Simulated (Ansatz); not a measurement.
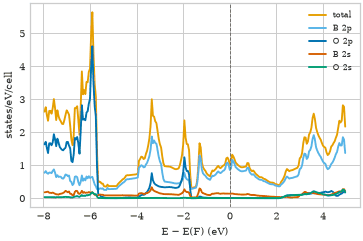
Figure: Total and projected density of states of B$_{2}$O in space group P-3m1 (No. 164; B on 2c, B on 2d, O on 2d), DFT-PBE+D3(BJ) in the program Ansatz with PAW potentials

Q: Which orbitals carry the states next to the Fermi level?

A: Within 0.5 eV of the Fermi level: B 2p 86 %, B 2s 12 %. Projections are on Löwdin-orthogonalised atomic valence shells; empty p or d shells of many metals are not among them.

Q: Where is the tallest occupied peak in this window, and what makes it?

A: Near -5.9 eV, about 5.6 states/eV per cell; the largest projected share is O 2p.

The workflow started from an entry of the Crystallography Open Database (COD). Whether it is the stable phase at ambient conditions was not checked. Symmetry was held in the PBE+D3(BJ) relaxation; whether a distortion lowers the energy is not shown.

Potentials: the later of the program's two PAW sets.
